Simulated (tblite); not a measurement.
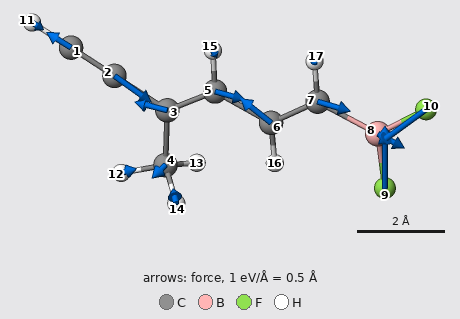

Starting geometry of C7H7BF2 with the computed forces as blue arrows. Style: ball-and-stick. Shown at a tilt.

Theory: GFN2-xTB geometry optimisation, gas phase (tblite). 

### Is this structure relaxed? If not, where do the atoms go?

It isn't relaxed: the largest force vector, on F9, is 3.39 eV/Å. The final displacements follow the starting forces only in part (cosine between the two patterns 0.66). The largest moves after the best rigid fit, 0.14 Å, are those of F9 and F10. Largest moves by element: F 0.14 Å, H 0.07 Å, C 0.05 Å, B 0.02 Å. Among the contacts that change: B8–F9 1.454 → 1.327 Å, B8–F10 1.433 → 1.324 Å, C5–C6 1.477 → 1.428 Å, C2–C3 1.454 → 1.410 Å. Among the angles between lasting bonds that change: F9–B8–F10 119.7° → 113.6°, C5–C6–C7 120.4° → 123.8°, C7–B8–F9 120.4° → 123.0°. Over 29 geometry steps the energy falls by 15.2 kcal/mol. Cost: 0.21 s on 1 thread of Arm Neoverse V1 (shared host).
